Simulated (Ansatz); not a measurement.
# Frequency calculation of CH₇BFN

CH₇BFN, computed with RKS B3LYP-D4/6-31G* (Ansatz 0.2.0).

It belongs to a series of runs on one base structure; here: vibrations at the highest image of the band.

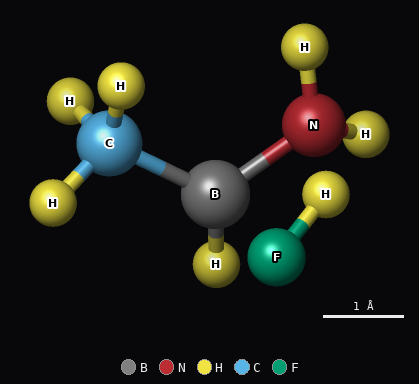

**Figure 1.** The structure as given in the input (ball-and-stick view, seen at a tilt). Bond lengths as drawn: B–C 1.58 Å, B–H 1.20 Å, B–N 1.52 Å, C–H 1.10 Å, F–H 1.09 Å and H–N 1.01 to 1.02 Å.

**Results in brief**

```csv
quantity,value
outcome,converged
total energy,−6035.3830 eV
mean-field energy,−6035.1426 eV
largest force (length of the vector),0.006 eV/Å
hardware,"1 thread of Arm Neoverse V2, 24 GiB of memory available, shared host"
wall time,2.2 min
peak memory,0.14 GiB
```

**The input**
```yaml
crystal:
  periodic: [false, false, false]
  atoms:
    - { symbol: B, position_ang: [-0.016276, 0.126932, 0.160774] }
    - { symbol: "N", position_ang: [0.045806, 0.056464, 1.680831] }
    - { symbol: H, position_ang: [-0.707709, -0.4199, 2.16522] }
    - { symbol: H, position_ang: [0.942149, -0.16295, 2.105507] }
    - { symbol: C, position_ang: [1.341884, 0.011567, -0.629917] }
    - { symbol: H, position_ang: [1.59058, -1.049658, -0.777811] }
    - { symbol: H, position_ang: [1.279029, 0.46177, -1.626558] }
    - { symbol: H, position_ang: [2.189831, 0.475797, -0.108025] }
    - { symbol: H, position_ang: [-1.05663, -0.23059, -0.306826] }
    - { symbol: F, position_ang: [-0.296777, 1.925655, 0.417641] }
    - { symbol: H, position_ang: [-0.182787, 1.403214, 1.362064] }
basis:
  gaussian: { orbitals: "6-31G*" }
hamiltonian:
  xc: b3lyp
  dispersion: d4
phonons: {}
```

Command:
```bash
ansatz run input.yaml --threads 1 --pin off --max-ram 2048MiB --backend cpu --events-out ev --progress --plain --runs-dir out
```

**Output**
```
Engine: ansatz 0.2.0, aarch64-unknown-linux-gnu
Functional definition: B3LYP
  parameter a0 = 0.2
  parameter ax = 0.72
  parameter ac = 0.81
  exchange = (1 - a0 - ax)*slater_x + ax*b88_x + a0*exact_x
  correlation = (1 - ac)*vwn_rpa_c + ac*lyp_c
863 factors; integrals over basis functions are off by at most 6.5e-4 eV
mean field evaluation 1: about -6027.5351 eV, gradient 6.1e1 eV
mean field evaluation 2: about -6023.8917 eV, gradient 7.3e1 eV
mean field evaluation 4: about -6035.1145 eV, gradient 3.0e0 eV
mean field evaluation 8: about -6035.1424 eV, gradient 2.2e-2 eV
mean field -6035.14236416 eV, -221.7873911165 hartree, gradient 3.8e-5 eV, S^2 0.000000; 0 other end points of the search recorded, 0 dependent functions left out
the calculation of the forces begins
reference -6035.14255195 eV, -221.7873980175 hartree; 17, 17 occupied and 57, 57 virtual orbitals, 863 factors
these checks for a lower state are left out or cut short: stability, starts, cluster_reference, orbital_swaps, neighbouring_geometries, increment
863 factors; integrals over basis functions are off by at most 6.5e-4 eV
mean field evaluation 16: about -6035.1422 eV, gradient 1.1e-1 eV
mean field -6035.14222656 eV, -221.7873860599 hartree, gradient 1.7e-6 eV, S^2 0.000000; 0 other end points of the search recorded, 0 dependent functions left out
[... from here on the field's lines of each further geometry are left out, up to the last ...]
the calculation of the forces begins
reference -6035.14252488 eV, -221.7873970229 hartree; 17, 17 occupied and 57, 57 virtual orbitals, 863 factors
these checks for a lower state are left out or cut short: stability, starts, cluster_reference, orbital_swaps, neighbouring_geometries, increment
863 factors; integrals over basis functions are off by at most 6.4e-4 eV
mean field -6035.14231337 eV, -221.7873892501 hartree, gradient 2.8e-6 eV, S^2 0.000000; 0 other end points of the search recorded, 0 dependent functions left out
the calculation of the forces begins
reference -6035.14250116 eV, -221.7873961509 hartree; 17, 17 occupied and 57, 57 virtual orbitals, 863 factors
WARN: phonons: modes at or below zero, which the zero-point energy, F, S and C_V leave out: 1, the lowest at -654.33 cm⁻¹. A minimum has none, and a first-order saddle one
Total energy: -6035.38299059 eV, -221.7962339748 hartree
Atom 0 at    -0.016276     0.126932     0.160774 Å, force     0.004085    -0.002321    -0.001417 eV/Å
Atom 1 at     0.045806     0.056464     1.680831 Å, force    -0.004180     0.003575     0.001512 eV/Å
Atom 2 at    -0.707709    -0.419900     2.165220 Å, force     0.002126    -0.002101    -0.000734 eV/Å
Atom 3 at     0.942149    -0.162950     2.105507 Å, force    -0.001558     0.000365     0.000848 eV/Å
Atom 4 at     1.341884     0.011567    -0.629917 Å, force     0.002812    -0.004613    -0.001137 eV/Å
Atom 5 at     1.590580    -1.049658    -0.777811 Å, force     0.000845     0.003125    -0.000119 eV/Å
Atom 6 at     1.279029     0.461770    -1.626558 Å, force    -0.001415     0.000240    -0.000602 eV/Å
Atom 7 at     2.189831     0.475797    -0.108025 Å, force    -0.002580     0.000447     0.000292 eV/Å
Atom 8 at    -1.056630    -0.230590    -0.306826 Å, force    -0.002672     0.001717    -0.000901 eV/Å
Atom 9 at    -0.296777     1.925655     0.417641 Å, force    -0.000751    -0.002890     0.000150 eV/Å
Atom 10 at    -0.182787     1.403214     1.362064 Å, force     0.003287     0.002457     0.002109 eV/Å
Dipole moment:     0.120899    -0.330813     0.535398 e Å
Vibrations: -654.33 184.09 238.02 328.67 447.38 477.83 759.35 779.21 812.84 846.95 873.47 989.40 1082.94 1147.26 1266.93 1285.10 1390.60 1499.73 1513.26 1648.88 1969.17 2651.87 3024.91 3078.60 3114.87 3532.53 3625.02 cm⁻¹, zero-point energy 2.390965 eV
```

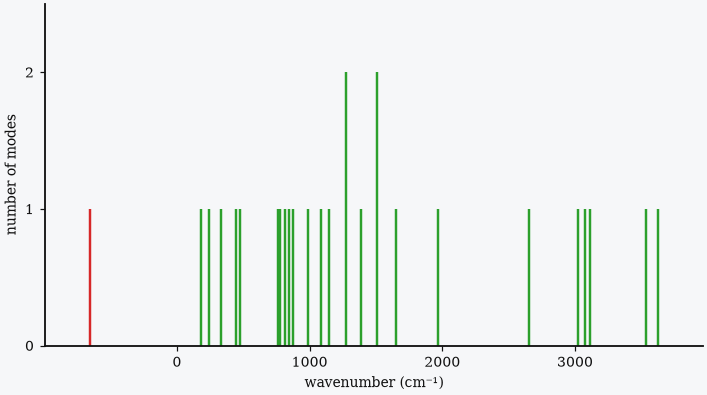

**Figure 2.** Harmonic vibrational wavenumbers from the force constants; neighbouring modes closer than 19 cm⁻¹ are counted in one stick, and imaginary ones are drawn at negative wavenumbers. 27 modes from 654i to 3625 cm⁻¹, 1 imaginary beyond 8i (654i cm⁻¹): a first-order saddle point, if the geometry is stationary.
